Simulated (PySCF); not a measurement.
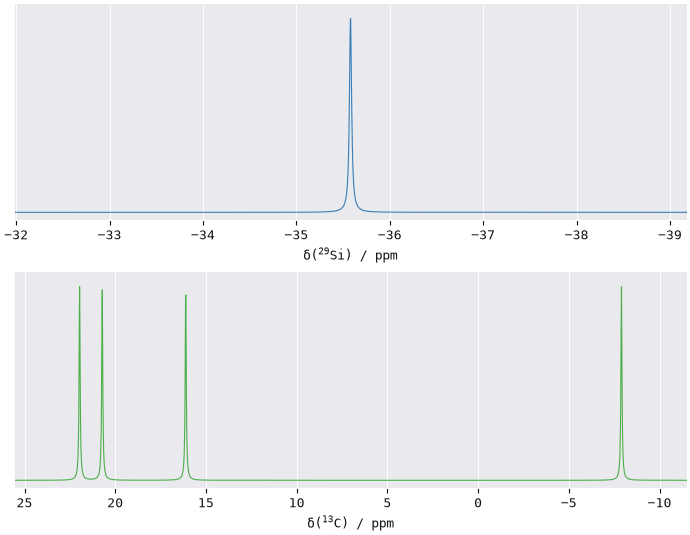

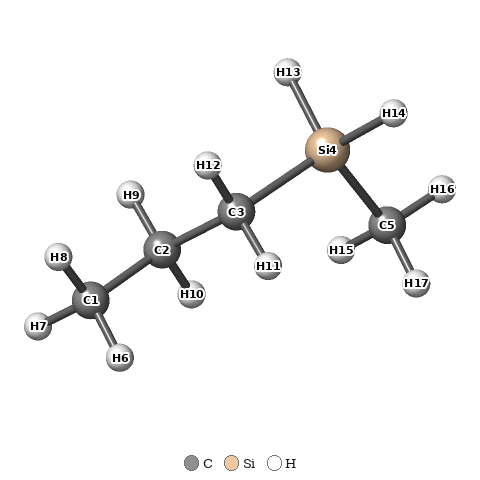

Spectrum and numbered structure of C₄H₁₂Si, SMILES CCC[SiH2]C. GIAO shifts, PBE0/pcSseg-1 (IEF-PCM methanol), PySCF 2.14.0, at a PBE0-D3(BJ)/def2-SVP geometry (no frequency check), against TMS for ²⁹Si and TMS for ¹³C computed at the same level. fully decoupled, line heights follow the number of nuclei, widths are arbitrary (no quadrupolar broadening); values of one conformer, averaged over nuclei that symmetry or rotation about single bonds exchange, these motions taken as fast; other conformers aren't averaged in.

### Where does the ²⁹Si line lie?

At −35.6 ppm (Si4).

### Assign the ¹³C signals to the numbered atoms.

| δ (ppm) | nuclei | atoms |
| --- | --- | --- |
| 22.0 | 1 | C2 |
| 20.7 | 1 | C1 |
| 16.1 | 1 | C3 |
| −7.9 | 1 | C5 |

The order of signals that lie close, as those under 2 ppm apart, is within the error of the method.
